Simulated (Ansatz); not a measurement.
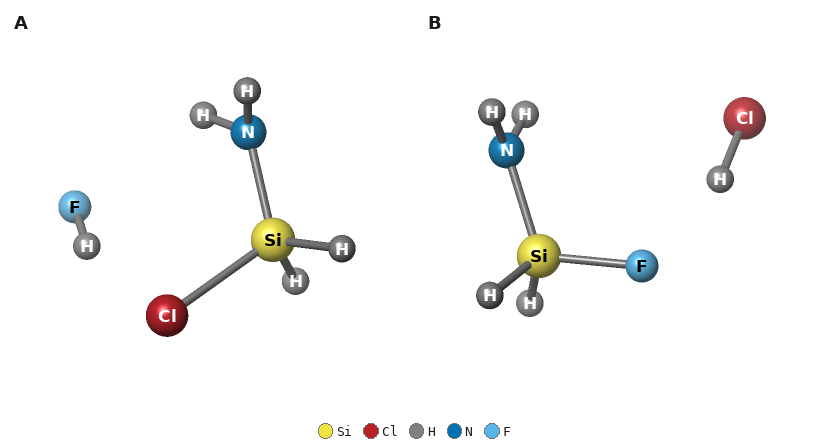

2 stationary structures of one formula. Geometries: PBE0-D4/def2-TZVP. Electronic energies: CCSD(T)/CBS (MP2 limit from def2-TZVPP and def2-QZVPP plus CCSD(T) − MP2) (Ansatz 0.2.0), without zero-point energy. Each is one conformer, not always the lowest.

### Rank them by energy, lowest first.

B is lowest (a minimum); A lies 0.377 eV above it (a minimum).
